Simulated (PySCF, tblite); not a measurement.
# C₄H₆ClFSi: dynamics, then NMR shifts on frames, part 2 of 2

tblite 0.8.0 and PySCF 2.14.0. Atoms count from 0. Earlier steps stand in the parts before.

## (5) Shielding tensors: 625 fs, PBE0/pcSseg-1

Job settings and geometry (Å):

```
{"job": {"kind": "nmr", "xc": "PBE0", "basis": "pcSseg-1", "pop": false}, "charge": 0, "multiplicity": 1}
F     -2.006100     2.120800     0.148700
C     -1.294600     0.929300     0.172800
C      0.010200     0.850100     0.447600
Cl     1.059700     2.174700     0.804900
C      0.663700    -0.487300     0.428400
Si    -0.753800    -1.735100     0.255900
C     -2.005700    -0.335800    -0.373300
H      1.391100    -0.623900    -0.377800
H      1.186600    -0.636900     1.375900
H     -0.427100    -2.703800    -0.729200
H     -1.173300    -2.239000     1.519400
H     -3.040800    -0.384500    -0.019700
H     -2.002800    -0.244600    -1.472800
```

With the program's defaults for keys left out, this is: GIAO PBE0/pcSseg-1 NMR shielding, non-relativistic, gas phase.

What it wrote:

```text
coarse grid: 12400 points
cycle   1  E = -1004.8299737179  dE =  8.163e-01  |g| = 5.154e-01  |ddm| = 3.446e+00
cycle   2  E = -1004.7953569126  dE =  3.462e-02  |g| = 7.044e-01  |ddm| = 9.922e-01
cycle   3  E = -1004.8822467245  dE = -8.689e-02  |g| = 8.184e-02  |ddm| = 5.987e-01
cycle   4  E = -1004.8832700225  dE = -1.023e-03  |g| = 3.597e-02  |ddm| = 8.930e-02
cycle   5  E = -1004.8835586675  dE = -2.886e-04  |g| = 6.012e-03  |ddm| = 3.696e-02
cycle   6  E = -1004.8835671564  dE = -8.489e-06  |g| = 1.652e-03  |ddm| = 9.158e-03
final grid: 112344 points
cycle   7  E = -1004.9316991491  dE = -2.895e-05  |g| = 8.219e-03  |ddm| = 2.503e-02
cycle   8  E = -1004.9316797053  dE =  1.944e-05  |g| = 1.266e-02  |ddm| = 1.959e-02
cycle   9  E = -1004.9317147957  dE = -3.509e-05  |g| = 1.199e-03  |ddm| = 1.229e-02
cycle  10  E = -1004.9317150001  dE = -2.043e-07  |g| = 4.526e-04  |ddm| = 1.344e-03
cycle  11  E = -1004.9317150423  dE = -4.221e-08  |g| = 1.096e-04  |ddm| = 4.733e-04
cycle  12  E = -1004.9317150448  dE = -2.477e-09  |g| = 4.930e-05  |ddm| = 1.358e-04
cycle  13  E = -1004.9317150453  dE = -5.630e-10  |g| = 6.386e-06  |ddm| = 4.280e-05
converged SCF energy = -1004.9317150453

GIAO shielding tensors (ppm)
atom      isotropic    diamagn.    paramagn.     s11        s22        s33       span
  0 F      263.866     471.945    -208.079    147.547    285.088    358.963    211.416
  1 C       13.697     250.065    -236.368    -72.565     45.288     68.369    140.934
  2 C       65.603     257.902    -192.299     -7.930     92.393    112.347    120.276
  3 Cl     725.401    1146.443    -421.042    516.714    716.445    943.045    426.331
  4 C      168.312     251.081     -82.769    146.264    159.951    198.722     52.458
  5 Si     397.253     879.656    -482.404    384.103    390.323    417.332     33.229
  6 C      162.127     256.403     -94.276    139.306    156.570    190.504     51.197
  7 H       29.600      30.200      -0.600     25.025     28.068     35.706     10.680
  8 H       29.842      29.772       0.070     25.138     28.731     35.657     10.519
  9 H       27.897      29.056      -1.160     24.622     25.207     33.861      9.238
 10 H       27.951      28.987      -1.036     24.708     25.273     33.873      9.165
 11 H       29.471      28.466       1.005     25.289     27.127     35.997     10.708
 12 H       28.892      30.124      -1.231     25.095     26.678     34.905      9.810
```

Run time: 30 s. Hardware: 1 thread, shared host.

This run: δ C1 173.2, C2 121.3, C6 24.8, C4 18.6, H9 3.82, H10 3.77 ppm.

## (6) Shielding tensors: 800 fs, PBE0/pcSseg-1

Job settings and geometry (Å):

```
{"job": {"kind": "nmr", "xc": "PBE0", "basis": "pcSseg-1", "pop": false}, "charge": 0, "multiplicity": 1}
F     -2.080600     2.220300    -0.063800
C     -1.341500     1.068800    -0.033300
C     -0.107900     0.943600     0.499900
Cl     0.618400     2.129700     1.414300
C      0.505400    -0.421200     0.461900
Si    -0.838400    -1.546200    -0.410300
C     -1.872500    -0.021300    -0.941200
H      1.411700    -0.305200    -0.156000
H      0.810500    -0.810900     1.487000
H     -0.211000    -2.127500    -1.616700
H     -1.596800    -2.540000     0.442800
H     -2.920800    -0.099800    -0.801700
H     -1.695800     0.320300    -1.981600
```

With the program's defaults for keys left out, this is: GIAO PBE0/pcSseg-1 NMR shielding, non-relativistic, gas phase.

What it wrote:

```text
coarse grid: 12400 points
cycle   1  E = -1004.8315471093  dE =  8.704e-01  |g| = 5.058e-01  |ddm| = 3.450e+00
cycle   2  E = -1004.8046091192  dE =  2.694e-02  |g| = 6.642e-01  |ddm| = 9.390e-01
cycle   3  E = -1004.8820150859  dE = -7.741e-02  |g| = 7.596e-02  |ddm| = 5.547e-01
cycle   4  E = -1004.8828454822  dE = -8.304e-04  |g| = 3.390e-02  |ddm| = 8.249e-02
cycle   5  E = -1004.8830967899  dE = -2.513e-04  |g| = 5.970e-03  |ddm| = 3.500e-02
cycle   6  E = -1004.8831050970  dE = -8.307e-06  |g| = 1.667e-03  |ddm| = 9.364e-03
final grid: 112344 points
cycle   7  E = -1004.9307933842  dE = -2.897e-05  |g| = 7.748e-03  |ddm| = 2.579e-02
cycle   8  E = -1004.9307773186  dE =  1.607e-05  |g| = 1.159e-02  |ddm| = 1.872e-02
cycle   9  E = -1004.9308075835  dE = -3.026e-05  |g| = 1.016e-03  |ddm| = 1.141e-02
cycle  10  E = -1004.9308077124  dE = -1.289e-07  |g| = 3.850e-04  |ddm| = 1.099e-03
cycle  11  E = -1004.9308077386  dE = -2.620e-08  |g| = 8.153e-05  |ddm| = 3.792e-04
cycle  12  E = -1004.9308077397  dE = -1.114e-09  |g| = 4.875e-05  |ddm| = 1.242e-04
cycle  13  E = -1004.9308077403  dE = -5.841e-10  |g| = 6.486e-06  |ddm| = 4.533e-05
converged SCF energy = -1004.9308077403

GIAO shielding tensors (ppm)
atom      isotropic    diamagn.    paramagn.     s11        s22        s33       span
  0 F      259.745     471.937    -212.192    149.351    266.430    363.454    214.103
  1 C       14.603     250.797    -236.194    -74.598     48.085     70.323    144.921
  2 C       68.688     256.159    -187.470    -12.188    100.592    117.661    129.849
  3 Cl     770.986    1146.364    -375.378    573.933    821.657    917.368    343.434
  4 C      159.605     250.483     -90.877    133.516    156.153    189.148     55.632
  5 Si     394.927     878.602    -483.675    375.526    393.236    416.020     40.494
  6 C      167.976     256.298     -88.322    149.193    161.265    193.469     44.276
  7 H       29.019      29.893      -0.875     24.869     27.472     34.715      9.846
  8 H       28.627      28.415       0.212     24.078     27.446     34.355     10.278
  9 H       26.958      28.039      -1.081     23.960     24.416     32.497      8.536
 10 H       26.660      27.098      -0.438     23.616     24.157     32.208      8.592
 11 H       30.476      29.748       0.728     26.211     28.395     36.823     10.613
 12 H       28.926      29.693      -0.767     24.793     26.544     35.440     10.647
```

Run time: 30 s. Hardware: 1 thread, shared host.

In short: δ C1 172.3, C2 118.2, C4 27.3, C6 18.9, H10 5.06, H9 4.76 ppm.

## (7) Nuclear shieldings: 1000 fs, PBE0/pcSseg-1

Job settings and geometry (Å):

```
{"job": {"kind": "nmr", "xc": "PBE0", "basis": "pcSseg-1", "pop": false}, "charge": 0, "multiplicity": 1}
F     -1.552700     2.327100    -0.218000
C     -1.300700     0.964000    -0.152100
C     -0.284200     0.570200     0.602200
Cl     0.615600     1.750800     1.458100
C      0.023200    -0.878000     0.684200
Si    -1.336500    -1.665700    -0.445600
C     -2.161100    -0.018500    -0.874300
H      1.072200    -1.161000     0.304400
H      0.016600    -1.262500     1.724500
H     -0.672300    -2.216200    -1.674500
H     -2.189000    -2.688600     0.077800
H     -3.201700     0.126600    -0.531600
H     -2.203000     0.295200    -1.890300
```

Method: GIAO PBE0/pcSseg-1 NMR shielding, non-relativistic, gas phase.

What it wrote:

```text
coarse grid: 12400 points
cycle   1  E = -1004.8366945751  dE =  8.988e-01  |g| = 5.043e-01  |ddm| = 3.468e+00
cycle   2  E = -1004.8099395785  dE =  2.675e-02  |g| = 6.714e-01  |ddm| = 1.036e+00
cycle   3  E = -1004.8861855809  dE = -7.625e-02  |g| = 8.519e-02  |ddm| = 6.170e-01
cycle   4  E = -1004.8873074979  dE = -1.122e-03  |g| = 3.412e-02  |ddm| = 8.795e-02
cycle   5  E = -1004.8875633249  dE = -2.558e-04  |g| = 6.271e-03  |ddm| = 3.611e-02
cycle   6  E = -1004.8875723137  dE = -8.989e-06  |g| = 2.145e-03  |ddm| = 1.023e-02
final grid: 112344 points
cycle   7  E = -1004.9351188428  dE = -2.607e-05  |g| = 8.456e-03  |ddm| = 2.462e-02
cycle   8  E = -1004.9350952752  dE =  2.357e-05  |g| = 1.345e-02  |ddm| = 2.156e-02
cycle   9  E = -1004.9351354877  dE = -4.021e-05  |g| = 1.261e-03  |ddm| = 1.370e-02
cycle  10  E = -1004.9351357472  dE = -2.595e-07  |g| = 4.592e-04  |ddm| = 1.479e-03
cycle  11  E = -1004.9351357941  dE = -4.686e-08  |g| = 1.184e-04  |ddm| = 5.014e-04
cycle  12  E = -1004.9351357969  dE = -2.874e-09  |g| = 3.943e-05  |ddm| = 1.234e-04
cycle  13  E = -1004.9351357973  dE = -3.236e-10  |g| = 6.766e-06  |ddm| = 3.596e-05
converged SCF energy = -1004.9351357973

GIAO shielding tensors (ppm)
atom      isotropic    diamagn.    paramagn.     s11        s22        s33       span
  0 F      255.409     472.960    -217.551    150.570    286.546    329.111    178.541
  1 C       15.180     251.810    -236.630    -78.559     49.584     74.515    153.073
  2 C       63.045     257.214    -194.170    -17.704    102.750    104.089    121.793
  3 Cl     749.899    1147.201    -397.302    551.155    760.626    937.916    386.761
  4 C      166.868     249.007     -82.138    150.640    155.529    194.436     43.796
  5 Si     394.231     878.645    -484.413    368.293    382.715    431.685     63.392
  6 C      175.637     256.252     -80.615    161.652    166.441    198.820     37.168
  7 H       28.308      28.489      -0.181     23.905     26.104     34.916     11.011
  8 H       29.303      28.259       1.044     24.878     27.318     35.713     10.835
  9 H       26.879      27.629      -0.750     23.891     24.334     32.411      8.520
 10 H       27.603      27.989      -0.386     24.484     24.825     33.500      9.016
 11 H       29.422      27.258       2.165     25.030     26.631     36.606     11.576
 12 H       30.257      30.131       0.126     25.889     27.464     37.418     11.529
```

Wall time 30 s (1 thread, shared host).

Key values: δ C1 171.7, C2 123.9, C4 20.1, C6 11.3, H9 4.84, H10 4.11 ppm.

## (8) Run by run: NMR shifts

Shifts (ppm) of some atoms, chosen among heavy atoms and hydrogens apart, with basis size and wall time:

| frame | C1 | C4 | C6 | H10 | H8 | F0 | Cl3 | functions | time |
| --- | --- | --- | --- | --- | --- | --- | --- | --- | --- |
| 250 fs | 170.0 | 20.9 | 19.4 | 5.47 | 0.95 | -100.6 | 209 | 163 | 32 s |
| 425 fs | 161.8 | 21.7 | 11.0 | 3.13 | 1.89 | -110.6 | 229 | 163 | 30 s |
| 625 fs | 173.2 | 18.6 | 24.8 | 3.77 | 1.87 | -92.9 | 224 | 163 | 30 s |
| 800 fs | 172.3 | 27.3 | 18.9 | 5.06 | 3.09 | -88.8 | 179 | 163 | 30 s |
| 1000 fs | 171.7 | 20.1 | 11.3 | 4.11 | 2.41 | -84.5 | 200 | 163 | 30 s |

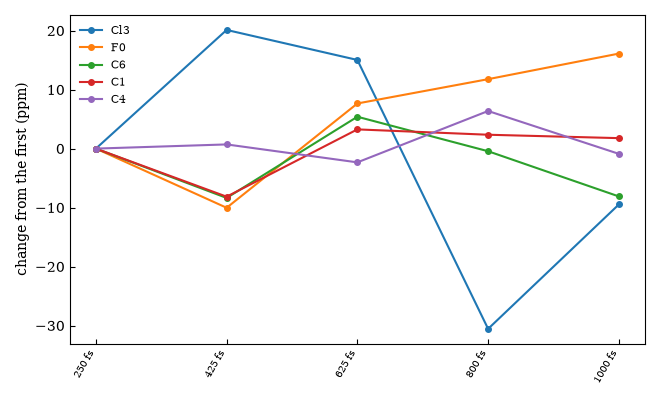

How five of the tabulated atoms move from run to run.

## (9) What came out

What follows sums up all 2 parts.

```
                                        quantity                                   value
                                      thermostat                                   300 K
                   mean temperature, second half                                   292 K
         mean potential energy above the minimum                                 0.42 eV
  ¹³C shifts against TMS (PBE0/pcSseg-1, 250 fs)            170.0, 123.4, 20.9, 19.4 ppm
   ¹H shifts against TMS (PBE0/pcSseg-1, 250 fs)  5.47, 4.81, 3.39, 2.48, 1.81, 0.95 ppm
¹⁹F shifts against CFCl3 (PBE0/pcSseg-1, 250 fs)                              -100.6 ppm
 ³⁵Cl shifts against HCl (PBE0/pcSseg-1, 250 fs)                                 209 ppm
 ²⁹Si shifts against TMS (PBE0/pcSseg-1, 250 fs)                               -47.4 ppm
                       range of the shift of Cl3                          179 to 229 ppm
```

In the second half the potential energy averages 0.42 eV above the minimum; equipartition over 33 harmonic modes at 300 K would give 0.43 eV. With 13 atoms the temperature swings widely (157 to 392 K). Shifts at one fixed geometry are not the observed spectrum, which averages over the motion. In the first frame run (250 fs): The largest span, 391 ppm, is at Cl3, where the paramagnetic term is -406 ppm. Across the 5 runs the shift of Cl3 moves most, between 179 (800 fs) and 229 ppm (425 fs).
